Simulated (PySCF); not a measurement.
Cd(Et)2, C₄H₁₀Cd, SMILES C[CH2][Cd][CH2]C, GFN2-xTB optimised geometry. Atoms within 1.6 Å of the plane z = 1.0 Å (x, y, z in Å): Cd1 (-0.53, -1.17, 0.00), C2 (-2.22, 0.31, 0.00), C3 (-1.87, 1.32, 1.10), H4 (-3.21, -0.10, 0.19), H6 (-0.88, 1.76, 0.94), H7 (-1.89, 0.85, 2.09), H8 (-2.59, 2.15, 1.12), C9 (1.71, -1.17, 0.00), H11 (2.19, -2.15, -0.10), H12 (2.07, -0.71, 0.93).

Level of theory: B3LYP/def2-TZVP, def2 effective core potentials past Kr in PySCF. The core electrons that the potentials of Cd replace are not part of the density. Cells within 0.4 Å of a nucleus heavier than hydrogen are left out (blank, or x).

Map of the electron localisation function on the plane z = 1.0 Å:

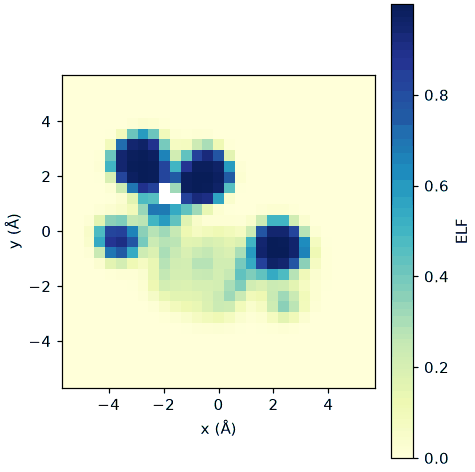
Electron localisation function on the plane z = 1.0 Å.
